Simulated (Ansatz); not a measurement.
# BrCl2H3Si: search for a transition state

Aim: find the saddle point of a four-centre ligand exchange that is to form Si1–Cl7, Br2–H6 and break Si1–Br2, H6–Cl7, prove it by its vibrations, and relax downhill on both sides to see what it joins.

Program: Ansatz 0.2.0, Gaussian basis. Level of theory: PBE0-D4, def2-SVP first, then def2-TZVP. These are calculated values, not measurements.

## 1. The system as given

The guess: 7 atoms, charge 0, spin multiplicity 1.

Atoms are counted from 1 here; the program's logs count them from 0.

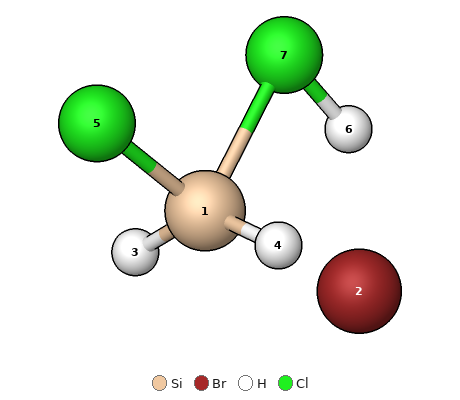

As it starts; silicon light orange, bromine red, hydrogen white, chlorine green; atoms are numbered from 1 in the order of the file.

Geometry (Å):

```mol
BrCl2H3Si
  3D, bonds by distance, orders not assigned

  7  5  0  0  0  0  0  0  0  0999 V2000
   -0.6468   -0.1515   -0.2489 Si  0  0
    1.0607   -1.4535    1.3790 Br  0  0
   -0.2520   -1.1903   -1.1756 H   0  0
   -1.3698    0.0512    0.9883 H   0  0
   -1.6915    1.0942   -1.5041 Cl  0  0
    1.7048    0.3342    0.6944 H   0  0
    1.1946    1.3157   -0.1331 Cl  0  0
  1  3  8  0
  1  4  8  0
  1  5  8  0
  1  7  8  0
  6  7  8  0
M  END
```

Distances that are to change: Si1–Cl7 2.36 Å, Br2–H6 2.02 Å, Si1–Br2 2.69 Å, H6–Cl7 1.38 Å.

## 2. Relaxing the guess with the reacting distances held

hold/in.yaml

```yaml
crystal:
  periodic: [false, false, false]
  atoms:
    - {symbol: Si, position_ang: [-0.646800, -0.151500, -0.248900]}
    - {symbol: Br, position_ang: [1.060700, -1.453500, 1.379000]}
    - {symbol: H, position_ang: [-0.252000, -1.190300, -1.175600]}
    - {symbol: H, position_ang: [-1.369800, 0.051200, 0.988300]}
    - {symbol: Cl, position_ang: [-1.691500, 1.094200, -1.504100]}
    - {symbol: H, position_ang: [1.704800, 0.334200, 0.694400]}
    - {symbol: Cl, position_ang: [1.194600, 1.315700, -0.133100]}
basis:
  gaussian: {orbitals: def2-SVP}
hamiltonian: {xc: pbe0, dispersion: d4}
relax: {f_tol: 0.04, max_steps: 150, escape_saddle: false, constraints: [{distance: [0, 6]}, {distance: [1, 5]}, {distance: [0, 1]}, {distance: [5, 6]}]}
```

The run is started by

```
ansatz run in.yaml --threads 4 --pin off --events-out ev --progress --plain --max-ram 9574MiB
```

What it wrote:

```text
Functional definition: PBE0
  name "PBE0"
  cite "Adamo & Barone, J. Chem. Phys. 110, 6158 (1999) doi:10.1063/1.478522"
  cite "Perdew, Burke & Ernzerhof, Phys. Rev. Lett. 77, 3865 (1996) doi:10.1103/PhysRevLett.77.3865"
  parent pbe
  parameter a = 0.25
  parameter kappa = 0.804
  parameter beta = 0.06672455060314922
  exchange = (1 - a)*pbe_x(kappa = kappa, mu = beta*pi^2/3) + a*exact_x
  correlation = pbe_c(beta = beta)
1014 factors; integrals over basis functions are off by at most 3.9e-4 eV
mean field evaluation 1: about -102979.8843 eV, gradient 1.5e1 eV
mean field evaluation 2: about -102979.7340 eV, gradient 1.8e1 eV
mean field evaluation 4: about -102980.6367 eV, gradient 3.2e-1 eV
mean field evaluation 8: about -102980.6435 eV, gradient 2.1e-2 eV
mean field -102980.64345516 eV, -3784.4688441901 hartree, gradient 1.4e-5 eV, S^2 0.000000; 0 other end points of the search recorded, 0 dependent functions left out
the calculation of the forces begins
reference -102980.64347730 eV, -3784.4688450035 hartree; 43, 43 occupied and 58, 58 virtual orbitals, 1014 factors
relax step   1: F+E_penalty+E_count = -102980.83672197 eV  Δ(F+E_penalty+E_count) = +0.000e0 eV  max|allowed force component| = 5.705e-1 eV/Å  Δτ_max = 0.0000 Å  (26 SCF iters, accepted)
  distance Si 0 - Cl 6 held at 2.357295 Å   reaction = +4.9508e-1 eV/Å
  distance Br 1 - H 5 held at 2.019756 Å   reaction = +4.6422e-1 eV/Å
  distance Si 0 - Br 1 held at 2.694591 Å   reaction = +2.0995e-1 eV/Å
  distance H 5 - Cl 6 held at 1.381449 Å   reaction = -5.0671e-1 eV/Å
these checks for a lower state are left out or cut short: starts, cluster_reference, orbital_swaps, neighbouring_geometries, increment
1014 factors; integrals over basis functions are off by at most 4.1e-4 eV
mean field evaluation 16: about -102980.6399 eV, gradient 5.4e0 eV
mean field -102980.69534299 eV, -3784.4707510327 hartree, gradient 1.1e-5 eV, S^2 0.000000; 0 other end points of the search recorded, 0 dependent functions left out
the calculation of the forces begins
reference -102980.69536546 eV, -3784.4707518581 hartree; 43, 43 occupied and 58, 58 virtual orbitals, 1014 factors
relax step   2: F+E_penalty+E_count = -102980.88702213 eV  Δ(F+E_penalty+E_count) = -5.030e-2 eV  max|allowed force component| = 2.336e-1 eV/Å  Δτ_max = 0.0719 Å  (28 SCF iters, accepted)
  distance Si 0 - Cl 6 held at 2.357295 Å   reaction = +2.5632e-1 eV/Å
  distance Br 1 - H 5 held at 2.019756 Å   reaction = +7.3710e-1 eV/Å
  distance Si 0 - Br 1 held at 2.694591 Å   reaction = -6.7345e-2 eV/Å
  distance H 5 - Cl 6 held at 1.381449 Å   reaction = -4.2505e-1 eV/Å
these checks for a lower state are left out or cut short: starts, cluster_reference, orbital_swaps, neighbouring_geometries, increment
1014 factors; integrals over basis functions are off by at most 4.1e-4 eV
mean field -102980.71300166 eV, -3784.4713999765 hartree, gradient 4.4e-6 eV, S^2 0.000000; 0 other end points of the search recorded, 0 dependent functions left out
the calculation of the forces begins
reference -102980.71302416 eV, -3784.4714008035 hartree; 43, 43 occupied and 58, 58 virtual orbitals, 1014 factors
relax step   3: F+E_penalty+E_count = -102980.90474218 eV  Δ(F+E_penalty+E_count) = -1.772e-2 eV  max|allowed force component| = 1.296e-1 eV/Å  Δτ_max = 0.0788 Å  (27 SCF iters, accepted)
  distance Si 0 - Cl 6 held at 2.357295 Å   reaction = +1.7773e-1 eV/Å
  distance Br 1 - H 5 held at 2.019756 Å   reaction = +6.2507e-1 eV/Å
  distance Si 0 - Br 1 held at 2.694591 Å   reaction = +4.3361e-3 eV/Å
  distance H 5 - Cl 6 held at 1.381449 Å   reaction = -4.7915e-1 eV/Å
these checks for a lower state are left out or cut short: starts, cluster_reference, orbital_swaps, neighbouring_geometries, increment
1014 factors; integrals over basis functions are off by at most 4.0e-4 eV
mean field evaluation 32: about -102980.7183 eV, gradient 5.5e-2 eV
mean field -102980.71830386 eV, -3784.4715948289 hartree, gradient 5.9e-6 eV, S^2 0.000000; 0 other end points of the search recorded, 0 dependent functions left out
the calculation of the forces begins
reference -102980.71832640 eV, -3784.4715956571 hartree; 43, 43 occupied and 58, 58 virtual orbitals, 1014 factors
relax step   4: F+E_penalty+E_count = -102980.91028209 eV  Δ(F+E_penalty+E_count) = -5.540e-3 eV  max|allowed force component| = 1.083e-1 eV/Å  Δτ_max = 0.0316 Å  (29 SCF iters, accepted)
  distance Si 0 - Cl 6 held at 2.357295 Å   reaction = +1.5540e-1 eV/Å
  distance Br 1 - H 5 held at 2.019756 Å   reaction = +6.1029e-1 eV/Å
  distance Si 0 - Br 1 held at 2.694591 Å   reaction = +2.6752e-2 eV/Å
  distance H 5 - Cl 6 held at 1.381449 Å   reaction = -4.4599e-1 eV/Å
these checks for a lower state are left out or cut short: starts, cluster_reference, orbital_swaps, neighbouring_geometries, increment
1014 factors; integrals over basis functions are off by at most 4.0e-4 eV
mean field -102980.72051994 eV, -3784.4716762682 hartree, gradient 6.2e-6 eV, S^2 0.000000; 0 other end points of the search recorded, 0 dependent functions left out
the calculation of the forces begins
reference -102980.72054249 eV, -3784.4716770972 hartree; 43, 43 occupied and 58, 58 virtual orbitals, 1014 factors
relax step   5: F+E_penalty+E_count = -102980.91310353 eV  Δ(F+E_penalty+E_count) = -2.821e-3 eV  max|allowed force component| = 5.310e-2 eV/Å  Δτ_max = 0.0562 Å  (28 SCF iters, accepted)
  distance Si 0 - Cl 6 held at 2.357295 Å   reaction = +1.4083e-1 eV/Å
  distance Br 1 - H 5 held at 2.019756 Å   reaction = +5.7777e-1 eV/Å
  distance Si 0 - Br 1 held at 2.694591 Å   reaction = +8.7400e-2 eV/Å
  distance H 5 - Cl 6 held at 1.381449 Å   reaction = -3.6795e-1 eV/Å
these checks for a lower state are left out or cut short: starts, cluster_reference, orbital_swaps, neighbouring_geometries, increment
1014 factors; integrals over basis functions are off by at most 4.0e-4 eV
mean field -102980.72118497 eV, -3784.4717007077 hartree, gradient 2.5e-5 eV, S^2 0.000000; 0 other end points of the search recorded, 0 dependent functions left out
the calculation of the forces begins
reference -102980.72120753 eV, -3784.4717015367 hartree; 43, 43 occupied and 58, 58 virtual orbitals, 1014 factors
relax step   6: F+E_penalty+E_count = -102980.91365901 eV  Δ(F+E_penalty+E_count) = -5.555e-4 eV  max|allowed force component| = 3.334e-3 eV/Å  Δτ_max = 0.0098 Å  (22 SCF iters, accepted)
  distance Si 0 - Cl 6 held at 2.357295 Å   reaction = +1.1142e-1 eV/Å
  distance Br 1 - H 5 held at 2.019756 Å   reaction = +5.8038e-1 eV/Å
  distance Si 0 - Br 1 held at 2.694591 Å   reaction = +1.0591e-1 eV/Å
  distance H 5 - Cl 6 held at 1.381449 Å   reaction = -3.8358e-1 eV/Å
1014 factors; integrals over basis functions are off by at most 4.0e-4 eV
mean field evaluation 64: about -102980.7212 eV, gradient 7.6e-5 eV
mean field -102980.72118497 eV, -3784.4717007077 hartree, gradient 2.5e-5 eV, S^2 0.000000; 1 other end points of the search recorded, 0 dependent functions left out
the calculation of the forces begins
reference -102980.72120753 eV, -3784.4717015367 hartree; 43, 43 occupied and 58, 58 virtual orbitals, 1014 factors
Total energy: -102980.91368157 eV, -3784.4787748273 hartree
Atom 0 at    -0.617380    -0.136618    -0.241546 Å, force     0.154528     0.016535     0.070301 eV/Å
Atom 1 at     1.108581    -1.415936     1.384867 Å, force     0.113874     0.563727    -0.263462 eV/Å
Atom 2 at    -0.361775    -1.280281    -1.135668 Å, force    -0.000962     0.003221    -0.000100 eV/Å
Atom 3 at    -1.453321    -0.074123     0.970912 Å, force     0.000952     0.001367    -0.002506 eV/Å
Atom 4 at    -1.620414     1.186824    -1.518845 Å, force    -0.001914     0.001088    -0.001749 eV/Å
Atom 5 at     1.732868     0.372593     0.684264 Å, force    -0.034050    -0.785032     0.431783 eV/Å
Atom 6 at     1.211442     1.347541    -0.143983 Å, force    -0.232428     0.199096    -0.234267 eV/Å
Dipole moment:     0.024862     0.289979    -0.153121 e Å
```

Wall time 12 s (4 threads of Arm Neoverse V1, shared host); peak memory 0.24 GiB.

The steps of the relaxation:

```tsv
step	energy from step 1 (eV)	largest force component (eV/Å)
1	0.0000	0.5705
2	-0.0503	0.2336
3	-0.0680	0.1296
4	-0.0736	0.1083
5	-0.0764	0.0531
6	-0.0769	0.0033
```

Distances of close pairs at the start and the end, largest changes first:

```tsv
bond	before (Å)	after (Å)	change (Å)
Si1–Cl5	2.054	2.095	+0.041
Si1–H3	1.447	1.474	+0.027
Si1–H4	1.447	1.474	+0.027
Si1–Cl7	2.357	2.357	+0.000
H6–Cl7	1.381	1.381	+0.000
```

## 3. A starting Hessian

hessian/in.yaml

```yaml
crystal:
  periodic: [false, false, false]
  atoms:
    - {symbol: Si, position_ang: [-0.617380, -0.136618, -0.241546]}
    - {symbol: Br, position_ang: [1.108581, -1.415936, 1.384867]}
    - {symbol: H, position_ang: [-0.361775, -1.280281, -1.135668]}
    - {symbol: H, position_ang: [-1.453321, -0.074123, 0.970912]}
    - {symbol: Cl, position_ang: [-1.620414, 1.186824, -1.518845]}
    - {symbol: H, position_ang: [1.732868, 0.372593, 0.684264]}
    - {symbol: Cl, position_ang: [1.211442, 1.347541, -0.143983]}
basis:
  gaussian: {orbitals: def2-SVP}
hamiltonian: {xc: pbe0, dispersion: d4}
phonons: {}
scf: {lower_state_search: off}
```

The run is started by

```
ansatz run in.yaml --threads 4 --pin off --events-out ev --progress --plain --max-ram 9574MiB
```

What it wrote:

```text
[... 10 set-up lines as earlier in the session ...]
these checks for a lower state are left out or cut short: stability, starts, cluster_reference, orbital_swaps, neighbouring_geometries, increment
1017 factors; integrals over basis functions are off by at most 3.8e-4 eV
mean field evaluation 1: about -102979.8844 eV, gradient 1.6e1 eV
mean field evaluation 2: about -102979.5767 eV, gradient 2.0e1 eV
mean field evaluation 4: about -102980.7145 eV, gradient 4.2e-1 eV
mean field evaluation 8: about -102980.7212 eV, gradient 2.7e-2 eV
mean field evaluation 16: about -102980.7212 eV, gradient 5.9e-6 eV
mean field -102980.72118622 eV, -3784.4717007538 hartree, gradient 5.9e-6 eV, S^2 0.000000; 0 other end points of the search recorded, 0 dependent functions left out
the calculation of the forces begins
reference -102980.72120882 eV, -3784.4717015841 hartree; 43, 43 occupied and 58, 58 virtual orbitals, 1017 factors
[... from here to the last solve, the lines of the solves are left out (41 solves) ...]
1017 factors; integrals over basis functions are off by at most 3.8e-4 eV
mean field -102980.72175014 eV, -3784.4717214773 hartree, gradient 2.0e-6 eV, S^2 0.000000; 0 other end points of the search recorded, 0 dependent functions left out
the calculation of the forces begins
reference -102980.72177273 eV, -3784.4717223076 hartree; 43, 43 occupied and 58, 58 virtual orbitals, 1017 factors
WARN: phonons: modes at or below zero, which the zero-point energy, F, S and C_V leave out: 1, the lowest at -381.78 cm⁻¹. A minimum has none, and a first-order saddle one
Total energy: -102980.91368287 eV, -3784.4787748750 hartree
Atom 0 at    -0.617380    -0.136618    -0.241546 Å, force     0.154484     0.016525     0.070290 eV/Å
Atom 1 at     1.108581    -1.415936     1.384867 Å, force     0.113881     0.563733    -0.263460 eV/Å
Atom 2 at    -0.361775    -1.280281    -1.135668 Å, force    -0.000961     0.003220    -0.000098 eV/Å
Atom 3 at    -1.453321    -0.074123     0.970912 Å, force     0.000960     0.001366    -0.002511 eV/Å
Atom 4 at    -1.620414     1.186824    -1.518845 Å, force    -0.001898     0.001089    -0.001741 eV/Å
Atom 5 at     1.732868     0.372593     0.684264 Å, force    -0.034044    -0.785026     0.431782 eV/Å
Atom 6 at     1.211442     1.347541    -0.143983 Å, force    -0.232421     0.199094    -0.234261 eV/Å
Dipole moment:     0.024864     0.289979    -0.153119 e Å
Vibrations: -381.78 112.61 149.48 183.72 256.50 415.58 420.83 513.17 575.17 742.38 838.17 900.56 1881.27 2295.21 2354.21 cm⁻¹, zero-point energy 0.721517 eV
Checks for a lower state left out: stability, starts, cluster_reference, orbital_swaps, neighbouring_geometries, increment
```

It took 44 s on 4 threads of Arm Neoverse V1, shared host; peak memory 0.22 GiB.

The structure is not stationary yet, so these wavenumbers are no spectrum; the search needs only the force constants.

## 4. Saddle search in the small basis

The search itself is an outer loop (partitioned rational-function steps, Bofill update of the Hessian). Each step is one single-point run with forces. It stops when the largest force is under 0.04 eV/Å and the followed curvature is negative. The first step's input:

presaddle/in.yaml

```yaml
crystal:
  periodic: [false, false, false]
  atoms:
    - {symbol: Si, position_ang: [-0.617380, -0.136618, -0.241546]}
    - {symbol: Br, position_ang: [1.108581, -1.415936, 1.384867]}
    - {symbol: H, position_ang: [-0.361775, -1.280281, -1.135668]}
    - {symbol: H, position_ang: [-1.453321, -0.074123, 0.970912]}
    - {symbol: Cl, position_ang: [-1.620414, 1.186824, -1.518845]}
    - {symbol: H, position_ang: [1.732868, 0.372593, 0.684264]}
    - {symbol: Cl, position_ang: [1.211442, 1.347541, -0.143983]}
basis:
  gaussian: {orbitals: def2-SVP}
hamiltonian: {xc: pbe0, dispersion: d4}
output: {forces: true}
scf: {lower_state_search: off}
```

The run is started by

```
ansatz run in.yaml --threads 4 --pin off --events-out ev --progress --plain --max-ram 9574MiB
```

Step by step:

```tsv
step	energy (eV)	largest force (eV/Å)	followed curvature (eV/Å²)
1	-102980.91366	0.7850	-2.99
2	-102980.91260	0.4214	-3.05
3	-102980.92135	0.1469	-3.13
4	-102980.92873	0.0549	-2.83
5	-102980.92868	0.0267	-1.72
```

The 5 steps took 5.5 s in all (4 threads of Arm Neoverse V1, shared host).

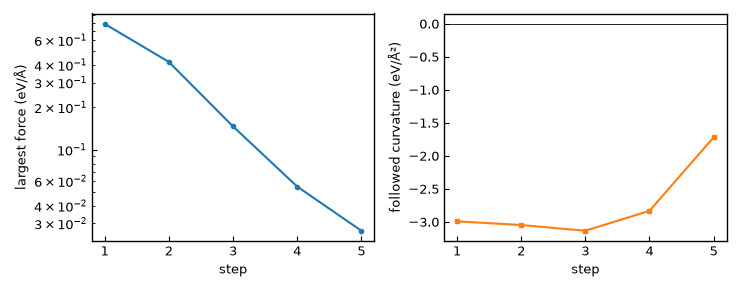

Largest force and followed curvature during the search.

## 5. Saddle search in triple zeta

A small driver takes partitioned rational-function steps: uphill along one mode, downhill along the rest. It calls the program once a step for energy and forces and updates the Hessian by Bofill's formula. It stops when the largest force is under 0.01 eV/Å and the followed curvature is negative. The first step's input:

saddle/in.yaml

```yaml
crystal:
  periodic: [false, false, false]
  atoms:
    - {symbol: Si, position_ang: [-0.615581, -0.212133, -0.197390]}
    - {symbol: Br, position_ang: [1.078376, -1.300051, 1.303256]}
    - {symbol: H, position_ang: [-0.484262, -1.355660, -1.124882]}
    - {symbol: H, position_ang: [-1.555626, -0.172186, 0.942735]}
    - {symbol: Cl, position_ang: [-1.507578, 1.200989, -1.468296]}
    - {symbol: H, position_ang: [1.777812, 0.416709, 0.682232]}
    - {symbol: Cl, position_ang: [1.306859, 1.422333, -0.137656]}
basis:
  gaussian: {orbitals: def2-TZVP}
hamiltonian: {xc: pbe0, dispersion: d4}
output: {forces: true}
scf: {lower_state_search: off}
```

The run is started by

```
ansatz run in.yaml --threads 4 --pin off --events-out ev --progress --plain --max-ram 9574MiB
```

The driver's record:

```tsv
step	energy (eV)	largest force (eV/Å)	followed curvature (eV/Å²)
1	-103000.99306	0.2025	-1.72
2	-103001.00453	0.0936	-1.97
3	-103001.00522	0.0112	-1.59
4	-103001.00527	0.0046	-1.80
```

The 4 steps took 11 s in all (4 threads of Arm Neoverse V1, shared host).

Geometry at the end of the search:

```xyz
7

Si   -0.5953   -0.2180   -0.1835
Br    1.0441   -1.3319    1.3039
H    -0.4776   -1.3381   -1.1280
H    -1.5469   -0.1573    0.9352
Cl   -1.5010    1.1859   -1.4561
H     1.7982    0.4571    0.6696
Cl    1.2785    1.4024   -0.1411
```

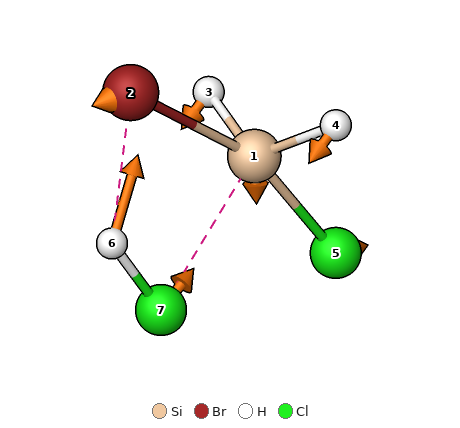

The point found; arrows show the followed mode. Pairs that react are joined by broken lines, hidden where the pair is close enough to be drawn as a bond.

## 6. Checking the order of the point

vib/in.yaml

```yaml
crystal:
  periodic: [false, false, false]
  atoms:
    - {symbol: Si, position_ang: [-0.595333, -0.218029, -0.183500]}
    - {symbol: Br, position_ang: [1.044069, -1.331856, 1.303877]}
    - {symbol: H, position_ang: [-0.477615, -1.338110, -1.128013]}
    - {symbol: H, position_ang: [-1.546865, -0.157322, 0.935194]}
    - {symbol: Cl, position_ang: [-1.500959, 1.185894, -1.456090]}
    - {symbol: H, position_ang: [1.798224, 0.457055, 0.669626]}
    - {symbol: Cl, position_ang: [1.278478, 1.402367, -0.141095]}
basis:
  gaussian: {orbitals: def2-TZVP}
hamiltonian: {xc: pbe0, dispersion: d4}
phonons: {temperatures: {t_min: 298.15, t_max: 900, t_step: 200}}
```

The run is started by

```
ansatz run in.yaml --threads 4 --pin off --events-out ev --progress --plain --max-ram 9574MiB
```

What it wrote:

```text
[... 10 set-up lines as earlier in the session ...]
1349 factors; their error is unknown
mean field evaluation 1: about -102999.6669 eV, gradient 1.5e1 eV
mean field evaluation 2: about -102999.9081 eV, gradient 1.3e1 eV
mean field evaluation 4: about -103000.2677 eV, gradient 8.4e-1 eV
mean field evaluation 8: about -103000.8094 eV, gradient 4.1e-1 eV
mean field evaluation 16: about -103000.8095 eV, gradient 3.5e-5 eV
mean field -103000.80951794 eV, -3785.2099333280 hartree, gradient 3.5e-5 eV, S^2 0.000000; 0 other end points of the search recorded, 0 dependent functions left out
the calculation of the forces begins
reference -103000.80954731 eV, -3785.2099344075 hartree; 43, 43 occupied and 134, 134 virtual orbitals, 1349 factors
[... from here to the last solve, the lines of the solves are left out (41 solves) ...]
1349 factors; their error is unknown
mean field -103000.80949174 eV, -3785.2099323653 hartree, gradient 2.5e-6 eV, S^2 0.000000; 0 other end points of the search recorded, 0 dependent functions left out
the calculation of the forces begins
reference -103000.80952112 eV, -3785.2099334448 hartree; 43, 43 occupied and 134, 134 virtual orbitals, 1349 factors
WARN: phonons: modes at or below zero, which the zero-point energy, F, S and C_V leave out: 2, the lowest at -235.02 cm⁻¹. A minimum has none, and a first-order saddle one
Total energy: -103001.00526751 eV, -3785.2171269920 hartree
Atom 0 at    -0.595333    -0.218029    -0.183500 Å, force     0.004585     0.001457     0.001764 eV/Å
Atom 1 at     1.044069    -1.331856     1.303877 Å, force    -0.002563     0.000225    -0.001414 eV/Å
Atom 2 at    -0.477615    -1.338110    -1.128013 Å, force     0.000677    -0.001868    -0.002164 eV/Å
Atom 3 at    -1.546865    -0.157322     0.935194 Å, force    -0.001703     0.000614     0.002174 eV/Å
Atom 4 at    -1.500959     1.185894    -1.456090 Å, force    -0.001156    -0.000986     0.000011 eV/Å
Atom 5 at     1.798224     0.457055     0.669626 Å, force    -0.001005     0.000142    -0.000671 eV/Å
Atom 6 at     1.278478     1.402367    -0.141095 Å, force     0.001164     0.000417     0.000300 eV/Å
Dipole moment:     0.165836     0.136299     0.007679 e Å
Vibrations: -235.02 -82.64 168.61 207.30 247.83 407.27 425.04 480.55 596.60 765.58 893.29 940.82 2136.29 2270.31 2318.60 cm⁻¹, zero-point energy 0.735107 eV
```

It took 2 min on 4 threads of Arm Neoverse V1, shared host; peak memory 0.55 GiB.

The modes, with what each moves most:

```tsv
mode	wavenumber (cm⁻¹)	character
1	235i	changes Si1–Cl7, Br2–H6
2	83i	bend
3	169	not assigned (largely outside the bonds, angles and torsions drawn)
4	207	not assigned (largely outside the bonds, angles and torsions drawn)
5	248	Si–Br stretch
6	407	not assigned (largely outside the bonds, angles and torsions drawn)
7	425	Si–Cl stretch
8	481	not assigned (largely outside the bonds, angles and torsions drawn)
9	597	not assigned (largely outside the bonds, angles and torsions drawn)
10	766	bend
11	893	bend
12	941	bend
13	2136	Cl–H stretch
14	2270	Si–H stretch
15	2319	Si–H stretch
```

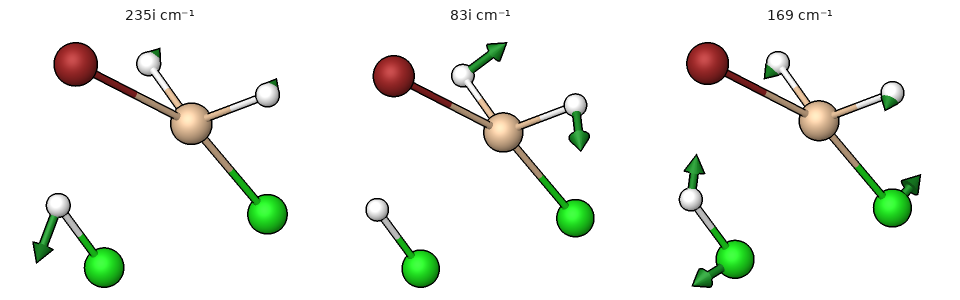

How the atoms move in 3 of the modes.

Vibrational sums (real modes only):

```tsv
T (K)	entropy (J/mol/K)	heat capacity (J/mol/K)
298	40.8	51.7
498	72.0	69.4
698	97.2	79.8
898	118.2	87.0
```

## 7. Summary of results

```
                  quantity      value
           imaginary modes          2
         lowest wavenumber  235i cm⁻¹
Si1–Cl7 at the point found    2.478 Å
 Br2–H6 at the point found    2.042 Å
Si1–Br2 at the point found    2.478 Å
 H6–Cl7 at the point found    1.349 Å
```

**Reading.** A transition state has exactly one imaginary mode. This point has 2, so it is a saddle of higher order and is not used.
